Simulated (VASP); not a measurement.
**A VASP study of SnSe2 (LDA): structure first, properties next**

Wanted: the relaxed cell of SnSe2 and its properties. The steps: rough relaxation of the start cell, relaxing cell and atoms (LDA), second relaxation, density, ELF and potential (LDA), bands along the symmetry lines (LDA), density of states (LDA), NMR shifts (LDA) and elastic constants (LDA). The start cell is built, not measured: it takes the structure of COD entry 9009120, SnS2 (space group 164 there), with some of its atoms replaced by other elements, volume scaled by an estimate.

Program: VASP 6.6.1. Level of theory: LDA; plane waves and PAW (Sn_d, Se). Results are calculated unless marked as measured.

**What experiment says.**

For SnSe2, CdI2-type layered (CVT-grown single crystal), “Temperature Dependent Excitonic Transition Energy and Enhanced Electron-Phonon Coupling in Layered Ternary SnS2-xSex Semiconductors with Fully Tunable Stoichiometry” (2021, pmc:8069899) gives, by HRTEM: lattice constant a 3.83 ± 0.02 Å [a from HRTEM images, limited precision; measurement temperature not stated]; lattice constant c 6.12 ± 0.02 Å [measurement temperature not stated].

Report form: the programs' logs are mostly left out.

## (1) The starting structure

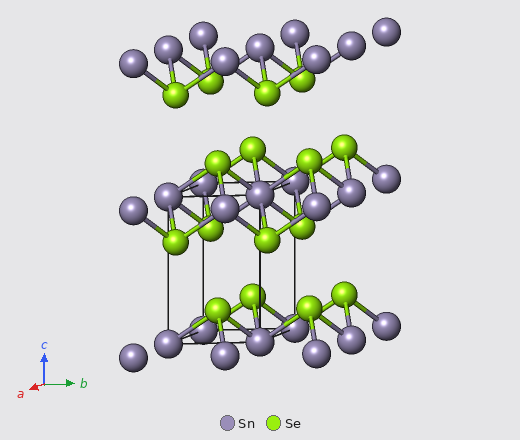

Start, viewed slightly off an axis; tin purple, selenium green. 2×2×2 cells are drawn. Bonds to atoms that aren't drawn are left out. Some periodic images of atoms are drawn too.

## (2) Rough relaxation of the start cell

The start is only an estimate, so a cheap relaxation brings it near a minimum before any careful run. LDA, the lowest rung, knows the local density alone.

Input file INCAR:

```
SYSTEM = SnSe2
PREC = Normal
ENCUT = 400
EDIFF = 1E-05
NELM = 60
ISMEAR = -1
SIGMA = 0.05
LREAL = .FALSE.
ALGO = Fast
GGA = CA
NBANDS = 19
LORBIT = 11
LWAVE = .FALSE.
LCHARG = .FALSE.
IBRION = 2
NSW = 40
ISIF = 3
EDIFFG = -0.04
```

Input file POSCAR:

```
SnSe2
1.0
    3.7073400000      0.0000000000      0.0000000000
   -1.8536700000      3.2106510000      0.0000000000
    0.0000000000      0.0000000000      5.9782010000
Sn Se
1 2
Direct
    0.0000000000      0.0000000000      0.0000000000
    0.3333333300      0.6666666700      0.2500000000
    0.6666666700      0.3333333300      0.7500000000
```

Input file KPOINTS:

```
Automatic mesh
0
Gamma
5 5 3
0 0 0
```

PAW data sets: Sn_d and Se (LDA family, release 64).

Launch:

```console
$ mpirun -np 1 vasp_std
```

Wall time 23 s (1 MPI rank of Intel Xeon Platinum 8375C at 2.90GHz (Ice Lake), shared host); peak memory 0.13 GiB.

The gap is read on the k-mesh alone, so it is an upper bound where the band edges lie off the mesh. The bonds form layers, held to each other by dispersion, which LDA lacks; its overbinding stands in for it by accident. This relaxation is a rough one on cheap settings, only to bring the start near its minimum. The run keeps the 12 symmetry operations of its start, so it cannot find a distortion of lower symmetry.

Relaxation path:

| step | energy less that of the first step (eV) | largest force (eV/Å) | pressure (GPa) | volume (Å³) |
| --- | --- | --- | --- | --- |
| 1 | 0.0000 | 1.2565 | 7.94 | 71.16 |
| 2 | 0.0024 | 0.8319 | -6.01 | 83.96 |
| 3 | -0.1702 | 0.0670 | -0.37 | 77.09 |
| 4 | -0.1703 | 0.0958 | -0.07 | 76.91 |
| 5 | -0.1712 | 0.0862 | -0.17 | 76.73 |
| 6 | -0.1733 | 0.0557 | 0.07 | 76.18 |
| 7 | -0.1749 | 0.0089 | 0.30 | 75.10 |
| 8 | -0.1755 | 0.0228 | 0.10 | 75.10 |
| 9 | -0.1763 | 0.0679 | -0.26 | 75.10 |
| 10 | -0.1770 | 0.0300 | -0.09 | 74.88 |
| 11 | -0.1772 | 0.0026 | 0.04 | 74.72 |

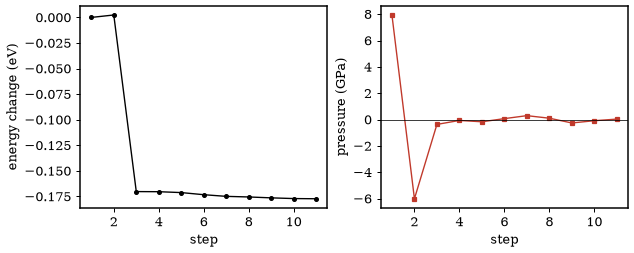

Energy and pressure along the relaxation.

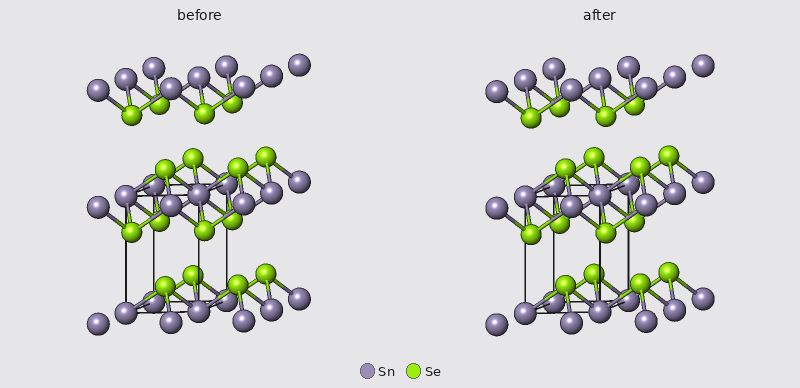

Before and after, at one scale. Bonds to atoms that aren't drawn are left out.

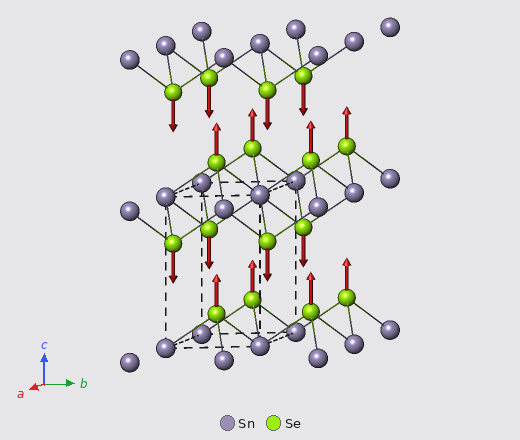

Displacements in the relaxation, exaggerated, measured against the changing cell; the longest in the cell stands for 0.08 Å. Bonds to atoms that aren't drawn are left out. 2×2×2 cells are drawn. Some periodic images of atoms are drawn too.

| conventional cell, symmetrised | before | after | change |
| --- | --- | --- | --- |
| a (Å) | 3.707 | 3.805 | +2.6 % |
| b (Å) | 3.707 | 3.805 | +2.6 % |
| c (Å) | 5.978 | 5.960 | -0.3 % |
| volume (Å³/atom) | 23.72 | 24.91 | +5.0 % |

The atoms that moved most (Å, as changes of fractional coordinates times the final cell):

```csv
atom,dx,dy,dz,length
Se2,0.000,0.000,0.081,0.081
Se3,0.000,0.000,-0.081,0.081
```

The relaxed structure:

```xyz
3
Lattice="3.8048 0.0000 0.0000 -1.9024 3.2950 0.0000 0.0000 0.0000 5.9599" Properties=species:S:1:pos:R:3 pbc="T T T"
Sn    0.0000    0.0000    0.0000
Se    0.0000    2.1967    1.5714
Se    1.9024    1.0983    4.3884
```

A gap read on the k-mesh alone can miss the band edges.

This step gave:

```yaml
electrons: 26
bands: 19
irreducible_k_points: 12
symmetry_operations: 12
free_energy_toten: -13.74 eV
energy_at_zero_smearing: -13.74 eV
fermi_energy: 4.753 eV
pressure: 0.03611 GPa
metallic: no
valence_top_at_k: 0, 0, 0
conduction_bottom_at_k: 0, 0.4, 0.3333
least_direct_gap_at_k: 0, 0, 0
scf_cycles_over_all_ionic_steps: 80
gap_on_the_k_mesh: 0.4044 eV
least_direct_gap_on_the_k_mesh: 0.7390 eV
```

It ends with a largest force of 0.003 eV/Å and a pressure of 0.04 GPa.

## (3) Relaxing cell and atoms (LDA)

Properties are meant for the cell that this level of theory prefers, so cell and atoms are relaxed first (ISIF = 3) until forces and stress are small; EDIFFG sets the threshold.

Input file INCAR:

```
SYSTEM = SnSe2
PREC = Accurate
ENCUT = 400
EDIFF = 1E-06
NELM = 100
ISMEAR = -1
SIGMA = 0.05
LREAL = .FALSE.
ALGO = Normal
GGA = CA
NBANDS = 19
LORBIT = 11
LWAVE = .FALSE.
LCHARG = .FALSE.
IBRION = 2
NSW = 60
ISIF = 3
EDIFFG = -0.01
```

Input file POSCAR:

```
SnSe2
1.0
    3.8047695997      0.0000000000      0.0000000000
   -1.9023847999      3.2950275386      0.0000000000
    0.0000000000      0.0000000000      5.9598504744
Sn Se
1 2
Direct
    0.0000000000      0.0000000000      0.0000000000
    0.3333333300      0.6666666700      0.2636671560
    0.6666666700      0.3333333300      0.7363328440
```

Input file KPOINTS:

```
Automatic mesh
0
Gamma
7 7 4
0 0 0
```

Launch:

```console
$ mpirun -np 1 vasp_std
```

It took 2.1 min on 1 MPI rank; peak memory 0.17 GiB.

The steps of the relaxation:

```
step  energy less that of the first step (eV)  largest force (eV/Å)  pressure (GPa)  volume (Å³)
   1                                   0.0000                0.0740           -0.04        74.72
   2                                  -0.0005                0.0416           -0.10        74.65
   3                                  -0.0007                0.0089           -0.16        74.58
   4                                  -0.0010                0.0252            0.04        74.26
   5                                  -0.0010                0.0340            0.17        74.10
   6                                  -0.0012                0.0307            0.19        74.02
   7                                  -0.0016                0.0214            0.19        73.80
   8                                  -0.0017                0.0038            0.22        73.36
   9                                  -0.0018                0.0314           -0.13        73.69
  10                                  -0.0019                0.0188           -0.01        73.57
  11                                  -0.0019                0.0182           -0.03        73.56
  12                                  -0.0019                0.0072            0.12        73.46
  13                                  -0.0019                0.0170            0.00        73.55
  14                                  -0.0019                0.0173            0.03        73.55
  15                                  -0.0019                0.0179            0.03        73.56
  16                                  -0.0019                0.0098           -0.01        73.59
```

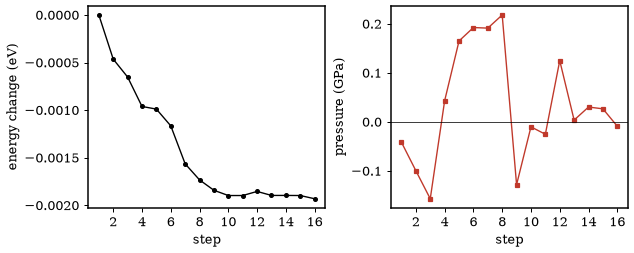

Energy and pressure along the relaxation.

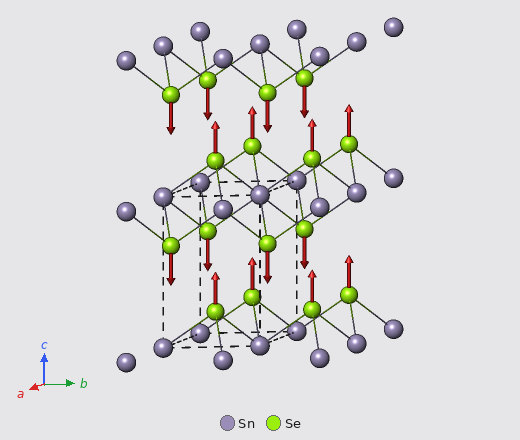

Displacements in the relaxation, exaggerated, measured against the changing cell; the longest in the cell stands for 0.03 Å. Bonds to atoms that aren't drawn are left out. 2×2×2 cells are drawn. Some periodic images of atoms are drawn too.

| conventional cell, symmetrised | before | after | change |
| --- | --- | --- | --- |
| a (Å) | 3.805 | 3.805 | +0.0 % |
| b (Å) | 3.805 | 3.805 | +0.0 % |
| c (Å) | 5.960 | 5.868 | -1.5 % |
| volume (Å³/atom) | 24.91 | 24.53 | -1.5 % |

The atoms that moved most (Å, as changes of fractional coordinates times the final cell):

```
atom     dx     dy      dz  length
 Se2  0.000  0.000   0.031   0.031
 Se3  0.000  0.000  -0.031   0.031
```

Final coordinates:

```xyz
3
Lattice="3.8053 0.0000 0.0000 -1.9026 3.2955 0.0000 0.0000 0.0000 5.8683" Properties=species:S:1:pos:R:3 pbc="T T T"
Sn    0.0000    0.0000    0.0000
Se    0.0000    2.1970    1.5783
Se    1.9026    1.0985    4.2900
```

This step gave:

```
irreducible k-points            : 28
free energy (TOTEN)             : -13.79 eV
energy at zero smearing         : -13.79 eV
Fermi energy                    : 5.063 eV
pressure                        : -0.008802 GPa
valence top at k                : 0.1429, 0, 0
conduction bottom at k          : 0, 0.4286, 0.25
SCF cycles over all ionic steps : 84
gap on the k-mesh               : 0.3610 eV
least direct gap on the k-mesh  : 0.6480 eV
```

It ends with a largest force of 0.010 eV/Å and a pressure of -0.01 GPa.

## (4) Second relaxation

The basis stayed that of the start cell while the cell moved. A rerun from the cell reached resets it; the error of the finite cutoff stays.

INCAR is that of step 3.

Input file POSCAR:

```
SnSe2
1.0
    3.8052666565      0.0000000000      0.0000000000
   -1.9026333283      3.2954580026      0.0000000000
    0.0000000000      0.0000000000      5.8682581879
Sn Se
1 2
Direct
    0.0000000000      0.0000000000      0.0000000000
    0.3333333300      0.6666666700      0.2689524411
    0.6666666700      0.3333333300      0.7310475589
```

KPOINTS is that of step 3.

Launch:

```console
$ mpirun -np 1 vasp_std
```

The job ended after 25 s (1 MPI rank; peak memory 0.16 GiB).

Little changed from the start: no atom moved by 0.005 Å and no cell edge by 0.1 %.

This step gave:

```yaml
fermi_energy: 5.062 eV
pressure: -0.001945 GPa
scf_cycles_over_all_ionic_steps: 16
gap_on_the_k_mesh: 0.3607 eV
least_direct_gap_on_the_k_mesh: 0.6447 eV
```

It ends with a largest force of 0.005 eV/Å and a pressure of 0.00 GPa. The volume moved by only 0.01 %, so the volume is settled.

## (5) Density, ELF and potential (LDA)

A single point on the relaxed cell gives a clean self-consistent state, with density, ELF and potential written out.

INCAR: that of step 4 with these lines changed.

```diff
@@ -13,6 +13,5 @@
 LWAVE = .FALSE.
-LCHARG = .FALSE.
-IBRION = 2
-NSW = 60
-ISIF = 3
-EDIFFG = -0.01
+LCHARG = .TRUE.
+ISIF = 2
+LELF = .TRUE.
+LVHAR = .TRUE.
```

Input file POSCAR:

```
SnSe2
1.0
    3.8057682121      0.0000000000      0.0000000000
   -1.9028841061      3.2958923627      0.0000000000
    0.0000000000      0.0000000000      5.8675203472
Sn Se
1 2
Direct
    0.0000000000      0.0000000000      0.0000000000
    0.3333333300      0.6666666700      0.2688697935
    0.6666666700      0.3333333300      0.7311302065
```

KPOINTS is that of step 4.

Launch:

```console
$ mpirun -np 1 vasp_std
```

Run time: 20 s. Hardware: 1 MPI rank; peak memory 0.16 GiB.

This step gave:

| Item | Value |
| --- | --- |
| SCF cycles | 12 |
| pressure | 0.01317 GPa |

Valence electrons inside each PAW sphere by angular momentum. Sphere charges, by row:

```csv
atom,s (e),p (e),d (e),tot (e)
Sn1,1.084,1.054,10.1,12.24
Se2,1.493,2.298,0.03,3.821
Se3,1.493,2.298,0.03,3.821
```

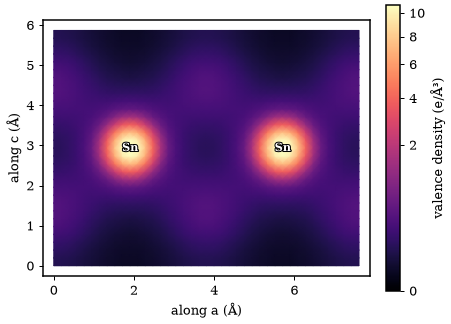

Valence density in the ac plane at fractional y = 0.000, with atoms of Sn within 0.2 Å of it. It is the smooth field of the valence electrons, not physical close to the nuclei. The map starts off the cell's origin, so that atoms lie inside it. The colour scale is stretched toward low values.

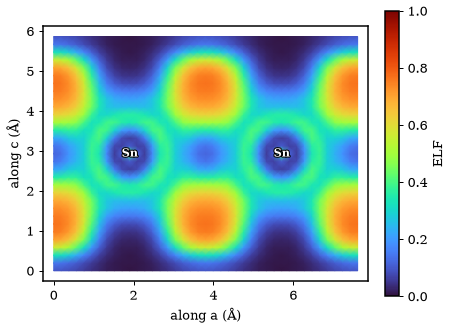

ELF in the ac plane at fractional y = 0.000, with atoms of Sn within 0.2 Å of it. It is the smooth field of the valence electrons, not physical close to the nuclei. The map starts off the cell's origin, so that atoms lie inside it.

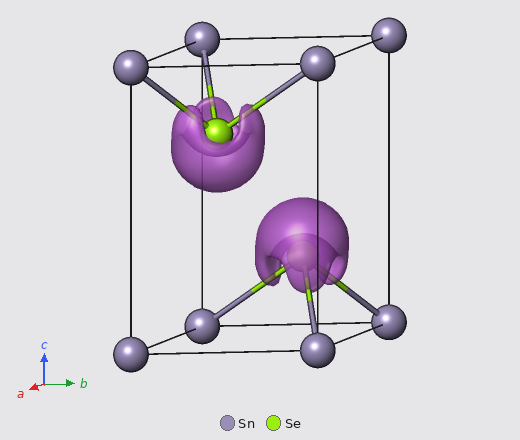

Surface of ELF = 0.84. Bonds to atoms that aren't drawn are left out.

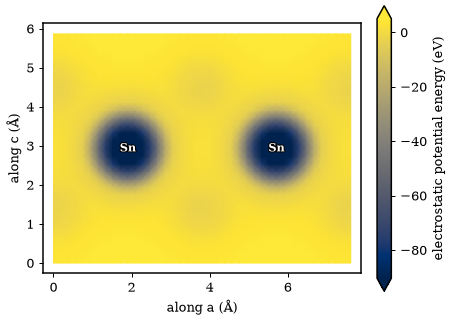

Electrostatic potential energy in the ac plane at fractional y = 0.000, with atoms of Sn within 0.2 Å of it. With pseudopotentials it is smooth inside the atoms' cores, unlike the true potential. The map starts off the cell's origin, so that atoms lie inside it.

In this run the pressure is 0.01 GPa, small enough to go on.

## (6) Bands along the symmetry lines (LDA)

Levels along the symmetry lines show where the bands peak and cross; KPOINTS_OPT computes them in the converged potential.

Input file INCAR:

```
SYSTEM = SnSe2
PREC = Accurate
ENCUT = 400
EDIFF = 1E-06
NELM = 100
ISMEAR = -1
SIGMA = 0.05
LREAL = .FALSE.
ALGO = Normal
GGA = CA
NBANDS = 26
LORBIT = 11
LWAVE = .FALSE.
LCHARG = .FALSE.
```

POSCAR is that of step 5.

KPOINTS is that of step 5.

Input file KPOINTS_OPT:

```
Line mode
16
Line-mode
Reciprocal
  0.00000000   0.00000000   0.00000000 GAMMA
  0.50000000   0.00000000   0.00000000 M

  0.50000000   0.00000000   0.00000000 M
  0.33333333   0.33333333   0.00000000 K

  0.33333333   0.33333333   0.00000000 K
  0.00000000   0.00000000   0.00000000 GAMMA

  0.00000000   0.00000000   0.00000000 GAMMA
  0.00000000   0.00000000   0.50000000 A

  0.00000000   0.00000000   0.50000000 A
  0.50000000   0.00000000   0.50000000 L

  0.50000000   0.00000000   0.50000000 L
  0.33333333   0.33333333   0.50000000 H

  0.33333333   0.33333333   0.50000000 H
  0.00000000   0.00000000   0.50000000 A

  0.50000000   0.00000000   0.50000000 L
  0.50000000   0.00000000   0.00000000 M

  0.33333333   0.33333333   0.00000000 K
  0.33333333   0.33333333   0.50000000 H
```

Launch:

```console
$ mpirun -np 1 vasp_std
```

Elapsed: 1.9 min, on 1 MPI rank; peak memory 0.18 GiB.

Spin-orbit coupling is off here; with elements this heavy it splits and shifts levels by tenths of an eV or more.

This step gave:

```yaml
bands: 26
pressure: 0.01011 GPa
least_gap_on_mesh_and_path: 0.2470 eV
least_direct_gap_on_mesh_and_path: 0.6447 eV
valence_top_at_k: 0.06667, 0.06667, 0
conduction_bottom_at_k: 0.5, 0, 0.3333
```

The electronic bands at the labelled points (eV, zero at the valence-band top; v1 is the highest filled band, c1 the lowest empty one):

| point | v4 | v3 | v2 | v1 | c1 | c2 | c3 | c4 |
| --- | --- | --- | --- | --- | --- | --- | --- | --- |
| Γ | -0.90 | -0.74 | -0.74 | -0.15 | 0.50 | 2.66 | 4.32 | 4.32 |
| M | -3.59 | -2.96 | -2.02 | -0.48 | 1.01 | 3.24 | 4.65 | 4.65 |
| K | -3.83 | -3.55 | -2.31 | -2.31 | 0.45 | 6.21 | 6.21 | 6.82 |
| Γ | -0.90 | -0.74 | -0.74 | -0.15 | 0.50 | 2.66 | 4.32 | 4.32 |
| A | -1.10 | -1.10 | -0.42 | -0.42 | 2.35 | 2.51 | 3.85 | 3.85 |
| L | -2.61 | -2.22 | -1.35 | -1.24 | 0.50 | 3.63 | 4.30 | 5.56 |
| H | -4.72 | -4.24 | -0.47 | -0.47 | 2.18 | 3.95 | 3.95 | 5.44 |
| A | -1.10 | -1.10 | -0.42 | -0.42 | 2.35 | 2.51 | 3.85 | 3.85 |
| jump to L | -2.61 | -2.22 | -1.35 | -1.24 | 0.50 | 3.63 | 4.30 | 5.56 |
| M | -3.59 | -2.96 | -2.02 | -0.48 | 1.01 | 3.24 | 4.65 | 4.65 |
| jump to K | -3.83 | -3.55 | -2.31 | -2.31 | 0.45 | 6.21 | 6.21 | 6.82 |
| H | -4.72 | -4.24 | -0.47 | -0.47 | 2.18 | 3.95 | 3.95 | 5.44 |

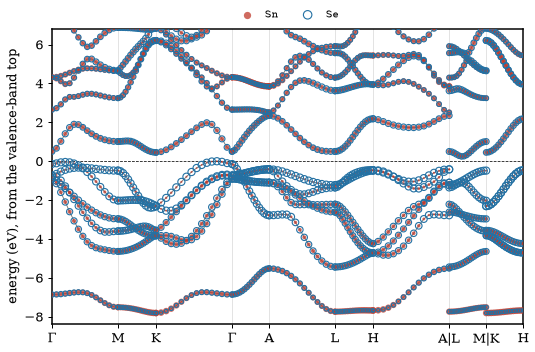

Electronic bands along the path; dots are coloured as in the legend, and their area grows with the weight.

The path lowers the gap by 0.11 eV against the mesh alone, so a band edge lies off the mesh.

## (7) Density of states (LDA)

Here the states are counted by energy and projected on the atoms. The mesh is finer than in the run before.

INCAR: that of step 6 with these lines changed.

```diff
@@ -5,3 +5,3 @@
 NELM = 100
-ISMEAR = -1
+ISMEAR = -5
 SIGMA = 0.05
@@ -14 +14,2 @@
 LCHARG = .FALSE.
+NEDOS = 2001
```

POSCAR is that of step 6.

Input file KPOINTS:

```
Automatic mesh
0
Gamma
10 10 6
0 0 0
```

Launch:

```console
$ mpirun -np 1 vasp_std
```

Wall time 60 s (1 MPI rank); peak memory 0.21 GiB.

This step gave:

- irreducible k-points: 72
- Fermi energy: 4.920 eV
- pressure: 0.005522 GPa
- valence top at k: 0.1, 0, 0
- conduction bottom at k: 0, 0.4, 0.3333
- gap on the k-mesh: 0.1811 eV
- least direct gap on the k-mesh: 0.6450 eV

(Continued in part 2 of 2.)

[Lines on the potential files, build, host, timing and source positions are cut from VASP's logs without a mark.]

[Logs are printed without paths, hosts, clocks, repeated set-up lines and the standing remarks that a program may print on its own settings, such as how far it seeks lower states.]

[Hosts, paths, dates, database ids (printed as entryN), source tags and the programs' standing remarks are cut or masked in the printed files.]

[A measured line is paired with the nearest computed mode of its activity, which favours agreement.]

[In band tables of VASP the shares of atoms and orbitals are scaled to a sum of 1 inside the atoms' spheres.]
